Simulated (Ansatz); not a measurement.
**CH5N (SMILES CN): density, localisation and related maps**

```xyz
7

C    -0.4133   -0.8166   -0.3694
N    -1.3531    0.1538    0.1681
H     0.3641   -0.4198   -1.0589
H     0.1131   -1.3206    0.4575
H    -0.9619   -1.6011   -0.9157
H    -0.8482    0.8862    0.6674
H    -1.8359    0.6287   -0.5947
```

Geometry: r2SCAN-D4/def2-SVP.

Computed with isolated molecule in a Gaussian basis; Kohn-Sham density functional theory, functional PBE0 (Ansatz).

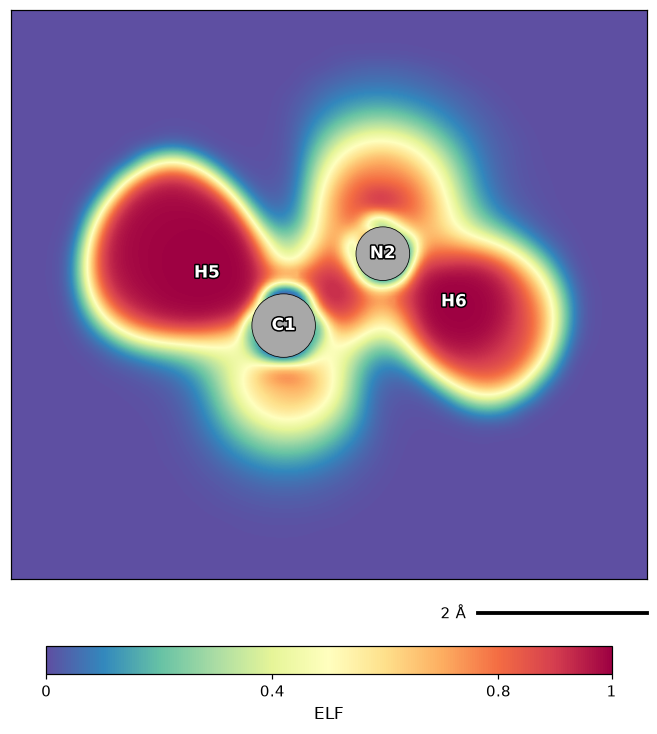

Figure 1. ELF on the plane of atoms C1, N2 and H6. Grey discs cover the atomic cores.

Question: What do the fields say about this system?

Answer: Atoms in the plane: C, N and H.
C–N (1.45 Å): the ELF peaks at about 0.90 between the atoms: a covalent bond.
N–H (1.02 Å): the ELF climbs to about 1 towards the hydrogen, as it does in any bond to H: an ordinary covalent bond to hydrogen.
C–H (1.10 Å): the ELF climbs to about 1 towards the hydrogen (an ordinary covalent bond to hydrogen).

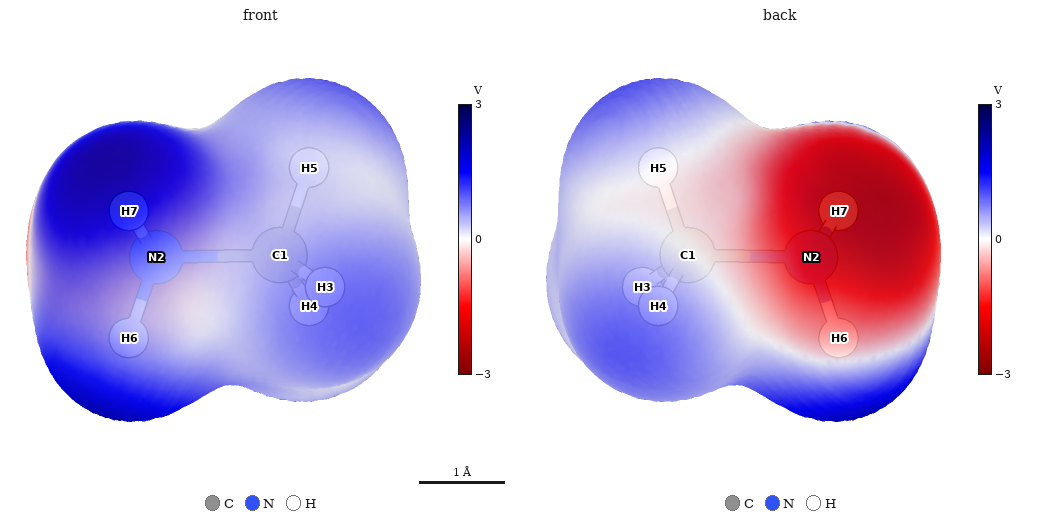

Figure 2. The molecular electrostatic potential painted on the density surface at 0.004 e/bohr³, seen from the front and from behind; red is negative and blue positive.

Question: Which sites attract a positive test charge, and which a negative one?

Answer: A positive charge is drawn to the negative regions and a negative charge to the positive ones. The most negative region (about −2.2 V) lies over N2, the most positive (about +2.1 V) over H6 and H7. N2 is the likeliest acceptor of a hydrogen bond.

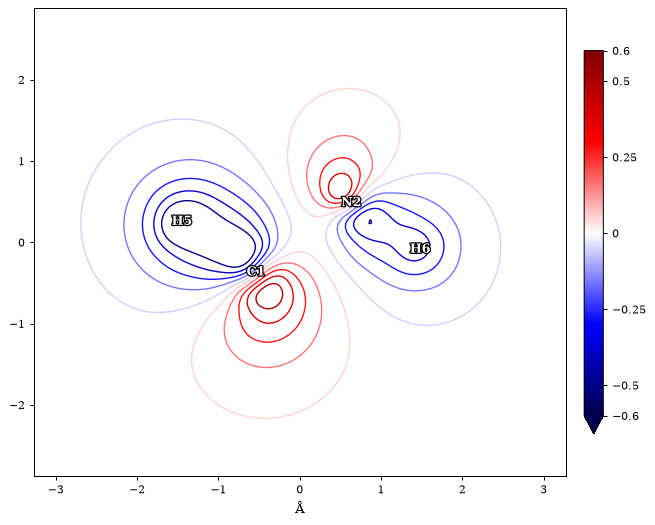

Figure 3. The HOMO−1 on the plane of atoms C1, N2 and H6 (values in Å⁻³ᐟ²; the overall sign is arbitrary).

Question: What is the character of this orbital?

Answer: It lies mainly on C1 (about 35 %), H4 (about 15 %), H5 (about 15 %) and N2 (about 15 %). Its energy is −10.19 eV.

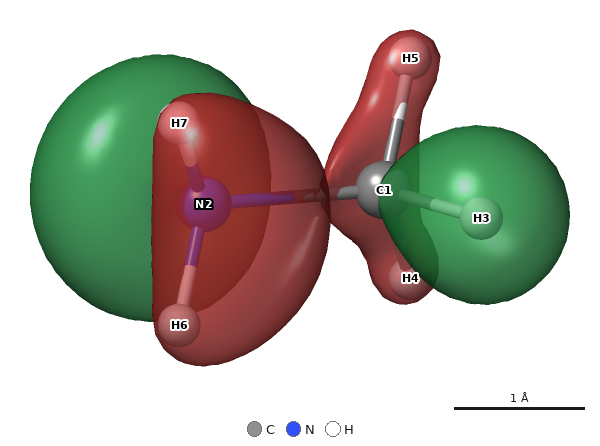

Figure 4. The HOMO at ±0.15 Å⁻³ᐟ² (green and red are the two phases), seen at a tilt.

Question: Describe this orbital and give its energy.

Answer: By Hirshfeld shares it lies mainly on N2 (about 65 %), C1 (about 10 %) and H3 (about 10 %). Its energy is −6.94 eV.
